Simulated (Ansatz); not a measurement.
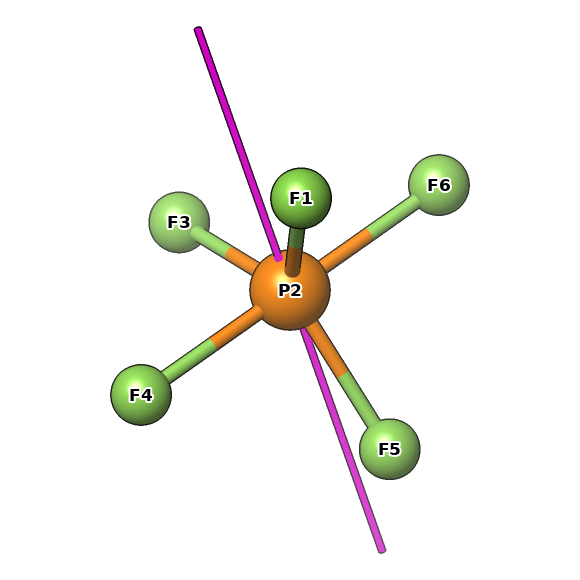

A line through the centre of mass is drawn in. Depth is shown by fading: the farther an atom, the more it takes the colour of the background. The computed structure is the end point of a PBE0-D4/def2-TZVP optimisation.

Is the line a proper rotation axis of the structure, and of what order?

Answer. No. The point group is D3h, with 1 C3 axis, 3 C2 axes, 1 S3 axis and 4 mirror planes, and this line isn't one of its proper axes.
